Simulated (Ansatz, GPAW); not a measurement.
# Mg/Rh(100): converging a work function

How do cutoff, mesh, smearing and the dipole layer change the work function of Mg/Rh(100)?

Calculated with GPAW 26.7.0 and Ansatz 0.2.0; Ansatz plane waves; slab in vacuum with a dipole correction, relaxation, in the first sound run; inputs show where later runs differ.

**1. Set-up**

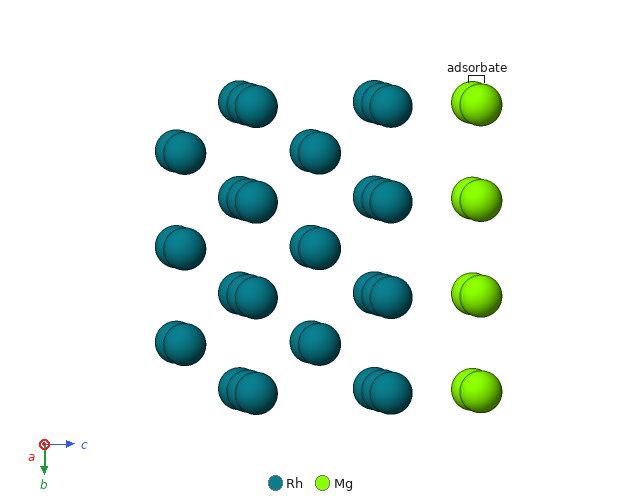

The cell as given, from the side, with the c axis across the page (rhodium blue, magnesium green). 2×3×1 cells are drawn. Some periodic images of atoms are drawn too.

The cell holds 5 atoms: 4 Rh and 1 Mg. Its edges and angles: a = 2.687 Å, b = 2.687 Å, c = 26.350 Å, α = 90.0°, β = 90.0°, γ = 90.0°. Vacuum lies along c.

**2. Relaxation**

Forces are removed first; all later runs use this geometry. The lowest 2 atoms are held at bulk positions and keep their forces.

input.yaml

```yaml
crystal:
  lattice:
    - [2.6870057685, 0.0, 0.0]
    - [0.0, 2.6870057685, 0.0]
    - [0.0, 0.0, 26.3504362377]
  atoms:
    - { symbol: Rh, position: [0.5, 0.5, 0.3415503227] }
    - { symbol: Rh, position: [0.0, 0.0, 0.4136553908] }
    - { symbol: Rh, position: [0.5, 0.5, 0.4857604589] }
    - { symbol: Rh, position: [0.0, 0.0, 0.5578655271] }
    - { symbol: Mg, position: [0.5, 0.0, 0.6584496773] }
kpoints:
  mp_grid: { grid: [12, 12, 1] }
hamiltonian:
  xc: pbe
scf:
  occupations: { method: fermi_dirac, width: 0.1 }
efield:
  axis: 3
  dipole_correction: true
  ramp_width: 0.05
relax:
  f_tol: 0.02
  max_steps: 60
  constraints: [{ sites: [0, 1] }]
output:
  write_potential: true
  write_density: true
  volumetric_format: npy
```

The run is started by

```bash
$ ansatz run input.yaml --threads 2 --pin off --max-ram 4096MiB --backend cpu --events-out ev --progress --plain --runs-dir out
```

Numbers of over 12 decimals in the logs are rounded to 6 here.

The program printed:

```text
Engine: ansatz 0.2.0, aarch64-unknown-linux-gnu
Pseudopotentials: kind: paw
Pseudopotential: Rh, paw, valence charge 17, recommended cutoff 420 eV (normal), Rh.paw.azcp
Pseudopotential: Mg, paw, valence charge 10, recommended cutoff 420 eV (normal), Mg.paw.azcp
Functional definition: PBE
  parameter kappa = 0.804
  parameter beta = 0.066725
  exchange = pbe_x(kappa = kappa, mu = beta*pi^2/3)
  correlation = pbe_c(beta = beta)
Crystal: 5 atoms, lattice volume = 190.250 Å³
Basis set: ecut = 420 eV, 3773 PW (Γ), exchange–correlation on 36×36×360 points (8 copies of the dense FFT grid, shifted against one another)
Bands: 47, of which v1, the nominal top of the filled ones, is band 39 counted from 1 (38 counted from 0)
Symmetry: 4 space group operations
Space group: Pmm2 (ITA 25), of the structure as read, at distance tolerance 5.8e-5 Å
k-points: 49 of 144
Non-local potential: Rh, projectors of the file, l = 0: 3, l = 1: 2, l = 2: 2, l = 3: 1
Non-local potential: Mg, projectors of the file, l = 0: 3, l = 1: 2, l = 2: 1
PAW form: soft (Blöchl's): semilocal exchange-correlation on the pseudo side does not see the compensation charge
PAW one-centre angular grid: Rh, 590 points (default); XC on 64 Gauss nodes
PAW one-centre angular grid: Mg, 110 points (default); XC on 64 Gauss nodes
Initial density: superposition of atomic densities (neutral atoms: chi_scale 0, normalization atom), corrected by the library's trained network
Initial wavefunctions: pseudopotential atomic-orbital guess
Functional: x = pbe(κ = 0.804, μ = 0.219515), c = pbe(β = 0.066725)
SCF iter   1: F=—  HF=-27533.516338 eV  |F-HF|=—  |Δ(HF+E_count)|=         —  Δρ=7.34e-3  dr2=1.06e0  ethr=1.77e-3  p=0.056 e·Å  D=5.32e-2 V/Å  ΔV_dip=-1.40 eV  dr2_dipole=6.63e-3  V_vac-E_F(+/−)=3.31/4.71 eV  ⟨swp⟩=9.2  Hψ=10266  notcnv=0  defer=3
efield: sawtooth ramp at fractional position 0.9750 (placed from the atoms, in the widest stretch of the axis that holds none; the zero of the levels goes with the place), width 0.0500; the density the first Hamiltonian is built on has a dipole p = 0.056 e·Å; the dipole correction subtracts the counter field D = 5.32e-2 V/Å, which shifts the + side's vacuum level by -1.40 eV against the − side's; the planar-averaged density in the ramp window peaks in size at 1.3e-5 e/Å³
preconditioner: auto → LDOS  [metal: Δε(μ)=0.009 eV  Ē_g=5.133 eV  σ=0.100 eV  W_gap=0.02  n_scr=30 (ndim 8)  ℏωp=16.6 eV  f_vac=0.551  D(μ)=7.54/eV (n_scr^D=66)  β→1.0]
SCF iter   2: F=—  HF=-27533.484820 eV  |F-HF|=—  |Δ(HF+E_count)|=   3.15e-2  Δρ=3.02e-3  dr2=1.86e-2  ethr=1.36e-3  p=0.045 e·Å  D=4.25e-2 V/Å  ΔV_dip=-1.12 eV  dr2_dipole=1.72e-4  V_vac-E_F(+/−)=3.96/5.08 eV  ⟨swp⟩=1.8  Hψ=2788  notcnv=0  defer=13
SCF iter   3: F=—  HF=-27533.487771 eV  |F-HF|=—  |Δ(HF+E_count)|=   2.95e-3  Δρ=2.32e-3  dr2=1.48e-2  ethr=2.38e-5  p=0.042 e·Å  D=3.95e-2 V/Å  ΔV_dip=-1.04 eV  dr2_dipole=2.46e-4  V_vac-E_F(+/−)=3.97/5.01 eV  ⟨swp⟩=3.0  Hψ=5148  notcnv=0  defer=16
SCF iter   4: F=—  HF=-27533.485371 eV  |F-HF|=—  |Δ(HF+E_count)|=   2.40e-3  Δρ=3.97e-4  dr2=4.31e-4  ethr=1.90e-5  p=0.043 e·Å  D=4.09e-2 V/Å  ΔV_dip=-1.08 eV  dr2_dipole=1.13e-5  V_vac-E_F(+/−)=3.98/5.06 eV  ⟨swp⟩=2.0  Hψ=3291  notcnv=0  defer=16
SCF iter   5: F=—  HF=-27533.485222 eV  |F-HF|=—  |Δ(HF+E_count)|=   1.49e-4  Δρ=1.23e-4  dr2=8.17e-5  ethr=5.52e-7  p=0.043 e·Å  D=4.09e-2 V/Å  ΔV_dip=-1.08 eV  dr2_dipole=5.89e-6  V_vac-E_F(+/−)=3.99/5.07 eV  ⟨swp⟩=2.8  Hψ=3930  notcnv=0  defer=14
SCF iter   6: F=—  HF=-27533.485231 eV  |F-HF|=—  |Δ(HF+E_count)|=   8.71e-6  Δρ=4.63e-5  dr2=1.17e-5  ethr=1.05e-7  p=0.043 e·Å  D=4.09e-2 V/Å  ΔV_dip=-1.08 eV  dr2_dipole=2.41e-6  V_vac-E_F(+/−)=3.99/5.07 eV  ⟨swp⟩=1.7  Hψ=2745  notcnv=0  defer=14
SCF iter   7: F=-27533.485234 eV  HF=-27533.485235 eV  |F-HF|=7.24e-7  |Δ(HF+E_count)|=   3.93e-6  Δρ=2.70e-5  dr2=1.58e-6  ethr=1.28e-8  p=0.043 e·Å  D=4.10e-2 V/Å  ΔV_dip=-1.08 eV  dr2_dipole=7.29e-9  V_vac-E_F(+/−)=4.00/5.08 eV  ⟨swp⟩=12.3  Hψ=20187  notcnv=0
SCF 1 converged in 7 iterations: F = -27533.485234 eV  dr2 = 1.58e-6
  greatest PAW one-centre occupation: 1.000 electrons in one spin orbital (limit 2), on the Mg atom at site 4 (counted from 0), in its partial waves of l = 0
relax step   1: F+E_penalty+E_count = -27533.48523416 eV  Δ(F+E_penalty+E_count) = +0.000e0 eV  max|allowed force component| = 7.467e-1 eV/Å  Δτ_max = 0.0000 Å  (7 SCF iters, dr2 threshold 1.00e-5 eV, accepted)
Initial density: handed on by an earlier stage of this run
Initial wavefunctions: those handed on with the density
iter 1 solved again at ethr=2.01e-3 eV; its pass at ethr=3.10e-3 eV (dr2=1.56e0 eV) is discarded
SCF iter   1: F=—  HF=-27533.681848 eV  |F-HF|=—  |Δ(HF+E_count)|=         —  Δρ=1.09e-2  dr2=1.59e0  ethr=2.01e-3  p=0.043 e·Å  D=4.10e-2 V/Å  ΔV_dip=-1.08 eV  dr2_dipole=3.57e-1  V_vac-E_F(+/−)=4.03/5.11 eV  ⟨swp⟩=1.2  Hψ=9363  notcnv=0  defer=5
efield: sawtooth ramp at fractional position 0.9750 (handed on by an earlier solve), width 0.0500; the density the first Hamiltonian is built on has a dipole p = 0.043 e·Å; the dipole correction subtracts the counter field D = 4.10e-2 V/Å, which shifts the + side's vacuum level by -1.08 eV against the − side's; the planar-averaged density in the ramp window peaks in size at 1.3e-6 e/Å³
preconditioner: auto → LDOS  [metal: Δε(μ)=0.012 eV  Ē_g=5.274 eV  σ=0.100 eV  W_gap=0.03  n_scr=30 (ndim 8)  ℏωp=16.6 eV  f_vac=0.557  D(μ)=7.28/eV (n_scr^D=66)  β→1.0]
SCF iter   2: F=—  HF=-27533.648421 eV  |F-HF|=—  |Δ(HF+E_count)|=   3.34e-2  Δρ=4.15e-3  dr2=5.32e-2  ethr=2.01e-3  p=0.042 e·Å  D=4.04e-2 V/Å  ΔV_dip=-1.06 eV  dr2_dipole=2.50e-4  V_vac-E_F(+/−)=4.00/5.07 eV  ⟨swp⟩=2.1  Hψ=2629  notcnv=0  defer=5
SCF iter   3: F=—  HF=-27533.648160 eV  |F-HF|=—  |Δ(HF+E_count)|=   2.61e-4  Δρ=2.79e-3  dr2=4.05e-2  ethr=6.81e-5  p=0.040 e·Å  D=3.84e-2 V/Å  ΔV_dip=-1.01 eV  dr2_dipole=5.13e-4  V_vac-E_F(+/−)=4.07/5.08 eV  ⟨swp⟩=2.9  Hψ=4714  notcnv=0  defer=13
SCF iter   4: F=—  HF=-27533.640907 eV  |F-HF|=—  |Δ(HF+E_count)|=   7.25e-3  Δρ=6.25e-4  dr2=1.46e-3  ethr=5.20e-5  p=0.040 e·Å  D=3.84e-2 V/Å  ΔV_dip=-1.01 eV  dr2_dipole=6.96e-5  V_vac-E_F(+/−)=4.06/5.08 eV  ⟨swp⟩=2.0  Hψ=3623  notcnv=0  defer=15
SCF iter   5: F=—  HF=-27533.640673 eV  |F-HF|=—  |Δ(HF+E_count)|=   2.35e-4  Δρ=1.95e-4  dr2=1.18e-4  ethr=1.87e-6  p=0.040 e·Å  D=3.81e-2 V/Å  ΔV_dip=-1.01 eV  dr2_dipole=2.05e-6  V_vac-E_F(+/−)=4.07/5.08 eV  ⟨swp⟩=2.7  Hψ=3652  notcnv=0  defer=18
SCF iter   6: F=-27533.640711 eV  HF=-27533.640721 eV  |F-HF|=1.04e-5  |Δ(HF+E_count)|=   4.89e-5  Δρ=7.74e-5  dr2=2.22e-5  ethr=4.47e-8  p=0.040 e·Å  D=3.79e-2 V/Å  ΔV_dip=-1.00 eV  dr2_dipole=2.01e-6  V_vac-E_F(+/−)=4.08/5.08 eV  ⟨swp⟩=11.7  Hψ=22130  notcnv=0
SCF 2 converged in 6 iterations: F = -27533.640711 eV  dr2 = 2.22e-5
relax step   2: F+E_penalty+E_count = -27533.64071103 eV  Δ(F+E_penalty+E_count) = -1.555e-1 eV  max|allowed force component| = 2.313e-1 eV/Å  Δτ_max = 0.1949 Å  (6 SCF iters, dr2 threshold 3.48e-5 eV, accepted)
iter 1 solved again at ethr=1.50e-4 eV; its pass at ethr=3.10e-3 eV (dr2=1.17e-1 eV) is discarded
SCF iter   1: F=—  HF=-27533.667954 eV  |F-HF|=—  |Δ(HF+E_count)|=         —  Δρ=4.91e-3  dr2=7.68e-2  ethr=1.50e-4  p=0.040 e·Å  D=3.79e-2 V/Å  ΔV_dip=-1.00 eV  dr2_dipole=2.23e-3  V_vac-E_F(+/−)=4.09/5.09 eV  ⟨swp⟩=1.9  Hψ=9127  notcnv=0  defer=10
efield: sawtooth ramp at fractional position 0.9750 (handed on by an earlier solve), width 0.0500; the density the first Hamiltonian is built on has a dipole p = 0.040 e·Å; the dipole correction subtracts the counter field D = 3.79e-2 V/Å, which shifts the + side's vacuum level by -1.00 eV against the − side's; the planar-averaged density in the ramp window peaks in size at 5.1e-6 e/Å³
preconditioner: auto → LDOS  [metal: Δε(μ)=0.005 eV  Ē_g=5.366 eV  σ=0.100 eV  W_gap=0.01  n_scr=30 (ndim 8)  ℏωp=16.6 eV  f_vac=0.562  D(μ)=7.33/eV (n_scr^D=66)  β→1.0]
SCF iter   2: F=—  HF=-27533.664243 eV  |F-HF|=—  |Δ(HF+E_count)|=   3.71e-3  Δρ=4.03e-3  dr2=3.54e-2  ethr=9.84e-5  p=0.040 e·Å  D=3.85e-2 V/Å  ΔV_dip=-1.01 eV  dr2_dipole=1.07e-3  V_vac-E_F(+/−)=4.06/5.07 eV  ⟨swp⟩=2.1  Hψ=4031  notcnv=0  defer=10
SCF iter   3: F=—  HF=-27533.657577 eV  |F-HF|=—  |Δ(HF+E_count)|=   6.67e-3  Δρ=9.56e-4  dr2=4.91e-3  ethr=4.54e-5  p=0.040 e·Å  D=3.80e-2 V/Å  ΔV_dip=-1.00 eV  dr2_dipole=4.81e-4  V_vac-E_F(+/−)=4.07/5.07 eV  ⟨swp⟩=2.3  Hψ=4020  notcnv=0  defer=10
SCF iter   4: F=—  HF=-27533.656913 eV  |F-HF|=—  |Δ(HF+E_count)|=   6.64e-4  Δρ=3.04e-4  dr2=7.11e-4  ethr=6.30e-6  p=0.040 e·Å  D=3.78e-2 V/Å  ΔV_dip=-1.00 eV  dr2_dipole=1.42e-4  V_vac-E_F(+/−)=4.08/5.07 eV  ⟨swp⟩=2.8  Hψ=3498  notcnv=0  defer=10
SCF iter   5: F=—  HF=-27533.656771 eV  |F-HF|=—  |Δ(HF+E_count)|=   1.42e-4  Δρ=1.35e-4  dr2=1.54e-4  ethr=9.12e-7  p=0.040 e·Å  D=3.76e-2 V/Å  ΔV_dip=-0.99 eV  dr2_dipole=3.78e-5  V_vac-E_F(+/−)=4.08/5.07 eV  ⟨swp⟩=1.7  Hψ=2922  notcnv=0  defer=18
SCF iter   6: F=—  HF=-27533.656781 eV  |F-HF|=—  |Δ(HF+E_count)|=   9.50e-6  Δρ=3.26e-5  dr2=6.02e-6  ethr=1.97e-7  p=0.039 e·Å  D=3.74e-2 V/Å  ΔV_dip=-0.98 eV  dr2_dipole=1.55e-6  V_vac-E_F(+/−)=4.09/5.07 eV  ⟨swp⟩=1.9  Hψ=2827  notcnv=0  defer=18
SCF iter   7: F=-27533.656782 eV  HF=-27533.656782 eV  |F-HF|=1.37e-7  |Δ(HF+E_count)|=   1.41e-6  Δρ=1.32e-5  dr2=7.50e-7  ethr=4.29e-9  p=0.039 e·Å  D=3.73e-2 V/Å  ΔV_dip=-0.98 eV  dr2_dipole=4.96e-9  V_vac-E_F(+/−)=4.09/5.07 eV  ⟨swp⟩=12.2  Hψ=19863  notcnv=0
SCF 3 converged in 7 iterations: F = -27533.656782 eV  dr2 = 7.50e-7
relax step   3: F+E_penalty+E_count = -27533.65678247 eV  Δ(F+E_penalty+E_count) = -1.607e-2 eV  max|allowed force component| = 7.258e-2 eV/Å  Δτ_max = 0.1587 Å  (7 SCF iters, dr2 threshold 3.34e-6 eV, accepted)
[...]
relax step   4: F+E_penalty+E_count = -27533.65769930 eV  Δ(F+E_penalty+E_count) = -9.168e-4 eV  max|allowed force component| = 8.153e-3 eV/Å  Δτ_max = 0.0281 Å  (7 SCF iters, dr2 threshold 5.06e-7 eV, accepted)
iter 1 solved again at ethr=9.27e-11 eV; its pass at ethr=3.10e-3 eV (dr2=7.23e-8 eV) is discarded
SCF iter   1: F=—  HF=-27533.657853 eV  |F-HF|=—  |Δ(HF+E_count)|=         —  Δρ=5.40e-6  dr2=7.23e-8  ethr=9.27e-11  p=0.039 e·Å  D=3.73e-2 V/Å  ΔV_dip=-0.98 eV  dr2_dipole=4.86e-10  V_vac-E_F(+/−)=4.09/5.07 eV  ⟨swp⟩=1.0  Hψ=5783  notcnv=0  defer=18
efield: sawtooth ramp at fractional position 0.9750 (handed on by an earlier solve), width 0.0500; the density the first Hamiltonian is built on has a dipole p = 0.039 e·Å; the dipole correction subtracts the counter field D = 3.73e-2 V/Å, which shifts the + side's vacuum level by -0.98 eV against the − side's; the planar-averaged density in the ramp window peaks in size at 2.5e-6 e/Å³
preconditioner: auto → LDOS  [metal: Δε(μ)=0.012 eV  Ē_g=5.333 eV  σ=0.100 eV  W_gap=0.03  n_scr=30 (ndim 8)  ℏωp=16.6 eV  f_vac=0.562  D(μ)=7.38/eV (n_scr^D=66)  β→1.0]
SCF iter   2: F=—  HF=-27533.657699 eV  |F-HF|=—  |Δ(HF+E_count)|=   1.54e-4  Δρ=5.09e-6  dr2=7.59e-8  ethr=9.27e-11  p=0.039 e·Å  D=3.73e-2 V/Å  ΔV_dip=-0.98 eV  dr2_dipole=2.57e-9  V_vac-E_F(+/−)=4.09/5.07 eV  ⟨swp⟩=11.0  Hψ=17852  notcnv=0
SCF iter   3: F=-27533.657699 eV  HF=-27533.657699 eV  |F-HF|=5.93e-9  |Δ(HF+E_count)|=   6.98e-9  Δρ=1.47e-6  dr2=6.18e-9  ethr=9.27e-11  p=0.039 e·Å  D=3.73e-2 V/Å  ΔV_dip=-0.98 eV  dr2_dipole=3.86e-10  V_vac-E_F(+/−)=4.09/5.07 eV  ⟨swp⟩=8.1  Hψ=17148  notcnv=0
SCF 5 converged in 3 iterations: F = -27533.657699 eV  dr2 = 6.18e-9
relax step   5: F+E_penalty+E_count = -27533.65769935 eV  Δ(F+E_penalty+E_count) = -4.402e-8 eV  max|allowed force component| = 8.135e-3 eV/Å  Δτ_max = 0.0000 Å  (3 SCF iters, accepted)
NSCF: frozen V_eff on 49 k-points
the band table was solved once a step of the walk had ended and its energy, with any forces and stress, was formed, with the checks that follow a solve (10763 applications of the Hamiltonian). They found nothing against the state; the energy, forces and stress were not computed again (output.eigenvalues in the input reference)
WARN: The input density's exchange-correlation potential varies sharply where the density is thin. Do not read a vacuum level from v_tot or v_xc, or from such a field of the output density. On a cell that repeats whose density bears no net charge and no dipole along the vacuum's axis use v_es (v_loc + v_h of the components); under efield.dipole_correction with no amplitude use v_es + v_field, which holds any external [...]
SCF converged after 3 iterations
Free energy (F): -27533.657699 eV
Harris-Foulkes:  -27533.657699 eV  (|F-HF|=5.93e-9)
Internal energy: -27533.419036 eV  (E = F + TS)
E sigma→0 (E₀):  -27533.538368 eV
Entropy (-TS):   -0.238663 eV (-47.733 meV/atom)
Fermi energy:    4.379102 eV
Dipole field:    D = 0.037340 V/Å  (p = 0.039258 e·Å, saw-weighted, corrected)
Work function:   Φ+ = 4.0895 eV   Φ− = 5.0734 eV
Levels:          The Fermi level and band energies are counted from a zero that moves with the ramp; work functions are not
--- Per-component energies (eV) ---
  E_band       = -1910.231922
  E_kinetic    = 2367.230730
  E_local      = -150189.298459  (includes V_loc(G=0)·N_el)
  E_nonlocal   = 1517.958373
  E_hartree    = 73327.010808
  E_xc         = -914.070473
  E_vxc        = -1148.186024  (∫ρ·V_xc dr)
  E_paw        = -14641.100929  (= ΣΔE_a)
  E_vpaw       = -1113.836377  (= ΣTr[D̂ρ^β])
  E_aug_tail   = 0.003425  (compensation charges beyond the density's cutoff)
  E_efield     = 0.000733  (sawtooth field / dipole correction)
  E_vefield    = 1.881340  (∫n·V_field dr)
  E_ewald      = 60998.846755
  E_smearing   = -0.238663  (= −TS)
  E_closure    = 0.000000  (closes the sum)
  Σ components = -27533.657699   (vs F -27533.657699, Δ=0.00e0)
--- Forces (eV/Å), atoms counted from 1 ---
  atom   1  Rh     0.00000000     0.00000000     0.27700012
  atom   2  Rh     0.00000000     0.00000000    -0.27953056
  atom   3  Rh     0.00000000     0.00000000     0.00668746
  atom   4  Rh     0.00000000     0.00000000    -0.00813518
  atom   5  Mg     0.00000000     0.00000000     0.00395307
  max |Σ_I F_I| component: 2.51e-5 eV/Å
--- Band table (eV; the first three rows and the last of 49) ---
  k-point 0: bands = [... 35 lower, 3.1338, 3.7004, 4.1325, 4.1718, 4.1909, 4.6067, 4.8142, 5.0128, ... 4 higher]
  k-point 1: bands = [... 35 lower, 3.4268, 3.6344, 3.6731, 3.7626, 4.4108, 4.4454, 4.6240, 4.9028, ... 4 higher]
  k-point 2: bands = [... 35 lower, 3.2760, 3.3222, 3.4514, 3.5604, 4.2685, 4.3562, 4.4128, 4.8122, ... 4 higher]
  k-point 48: bands = [... 35 lower, 4.6581, 5.4190, 5.4426, 5.8276, 5.9274, 8.0464, 8.3067, 8.5352, ... 4 higher]
--- Relaxed structure (5 steps of the walk, 5 accepted, 0 SCFs on fresh bases) ---
  F+E_penalty+E_count = -27533.65769935 eV   max|allowed force component| = 8.135e-3 eV/Å
  atoms:
    - { symbol: Rh, position: [0.5, 0.5, 0.341550] }
    - { symbol: Rh, position: [0.0, 0.0, 0.413655] }
    - { symbol: Rh, position: [0.5, 0.5, 0.487410] }
    - { symbol: Rh, position: [0.0, 0.0, 0.559056] }
    - { symbol: Mg, position: [0.5, 0.0, 0.646098] }
```

Elapsed: 4.4 min, on 2 threads of Arm Neoverse N1, shared host; peak memory 0.59 GiB; 6.3 min of CPU time.

Relaxation path:

```
step  energy less that of the first step (eV)  largest force component (eV/Å)
   1                                   0.0000                          0.7467
   2                                  -0.1555                          0.2313
   3                                  -0.1715                          0.0726
   4                                  -0.1725                          0.0082
   5                                  -0.1725                          0.0081
```

Forces are held to the 4 operations that the run works with; a distortion that breaks them can't arise in this run.

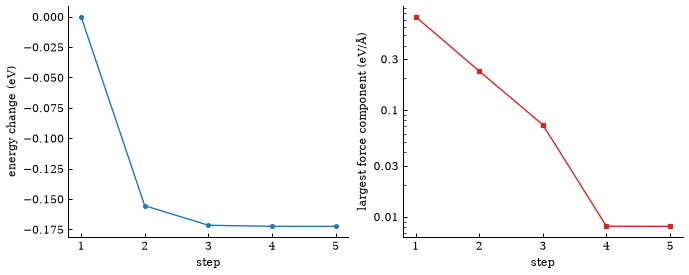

Energy and largest force along the relaxation.

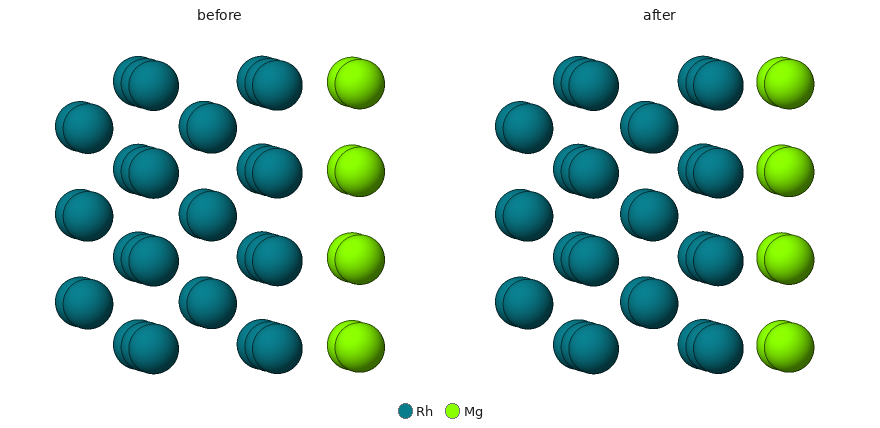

The structure before and after the relaxation, drawn at the same scale.

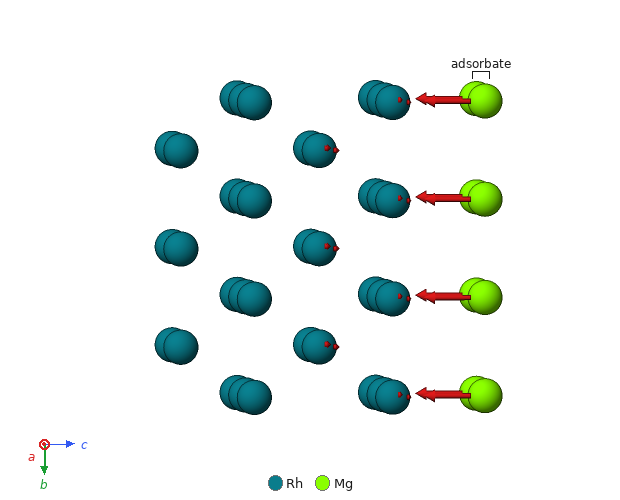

Displacements in the relaxation, exaggerated; the longest in the cell stands for 0.33 Å. 2×3×1 cells are drawn. Some periodic images of atoms are drawn too.

The atoms that moved most (Å):

```
atom     dx     dy      dz  length
 Mg5  0.000  0.000  -0.325   0.325
 Rh3  0.000  0.000   0.043   0.043
 Rh4  0.000  0.000   0.031   0.031
```

Final coordinates:

```xyz
5
Lattice="2.6870 0.0000 0.0000 0.0000 2.6870 0.0000 0.0000 0.0000 26.3504" Properties=species:S:1:pos:R:3
Rh    1.3435    1.3435    9.0000
Rh    0.0000    0.0000   10.9000
Rh    1.3435    1.3435   12.8435
Rh    0.0000    0.0000   14.7314
Mg    1.3435    0.0000   17.0250
```

This step gave:

```yaml
free_energy: -27533.6577 eV
smearing_term_ts: 0.2387 eV
symmetry_operations: 4
upper_work_function: 4.090 eV
lower_work_function: 5.073 eV
dipole_along_the_normal: 0.03926 e·Å
dipole_field: 0.03734 V/Å
vacuum_level_above: 8.469 eV
vacuum_level_below: 9.453 eV
```

(Part 1 of 2 ends here.)

[Logs are printed without paths, hosts, clocks, repeated set-up lines and the standing remarks that a program may print on its own settings, such as how far it seeks lower states.]

[Hosts, paths, dates, database ids (printed as entryN), source tags and the programs' standing remarks are cut or masked in the printed files.]
